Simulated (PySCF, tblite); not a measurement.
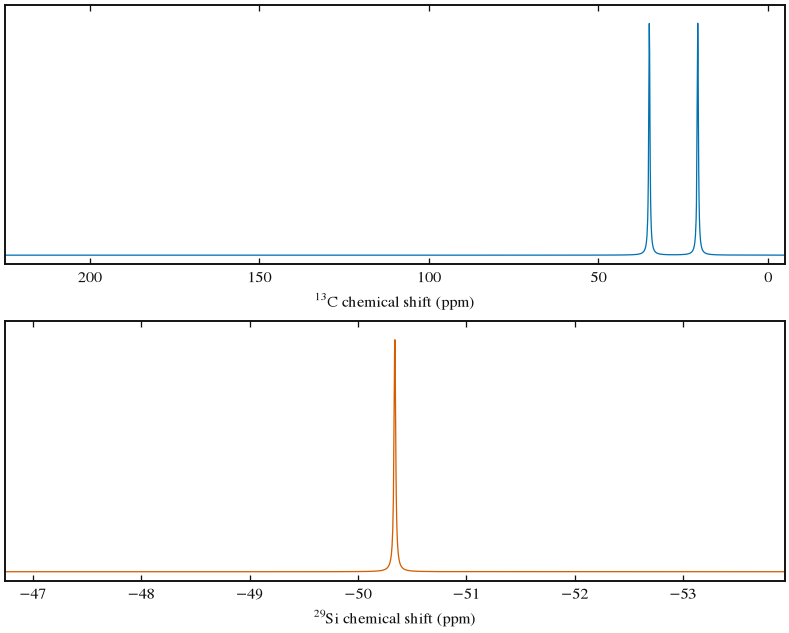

GIAO shifts, PBE0/pcSseg-1 in PySCF, at a GFN2-xTB geometry (a minimum by its frequencies), against TMS for ¹³C and TMS for ²⁹Si computed at the same level. Gas phase, fully decoupled, line heights follow the number of nuclei, widths are arbitrary (no quadrupolar broadening); values of one conformer, averaged over nuclei that symmetry, rotation about single bonds or inversion at nitrogen exchange, these motions taken as fast; other conformers aren't averaged in.

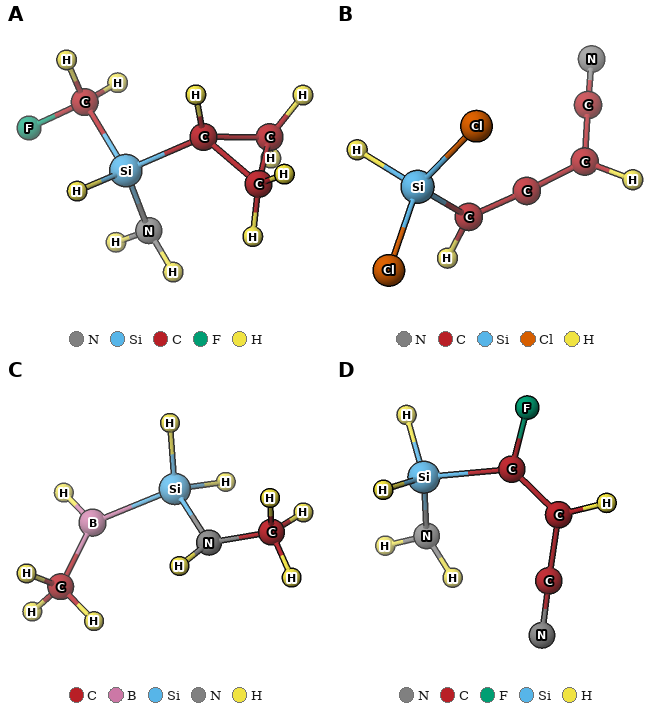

Question: Which structure fits the spectrum? Choose among the lettered structures.

Answer: Structure C, C₂H₁₀BNSi, SMILES CB[SiH2]NC. Its ¹³C signals: 35.0 (1 C), 20.7 (1 C) ppm. Its ²⁹Si signals: −50.3 (1 Si) ppm.

Caveats: the tight-binding geometry is rougher than a DFT one and adds to the error.
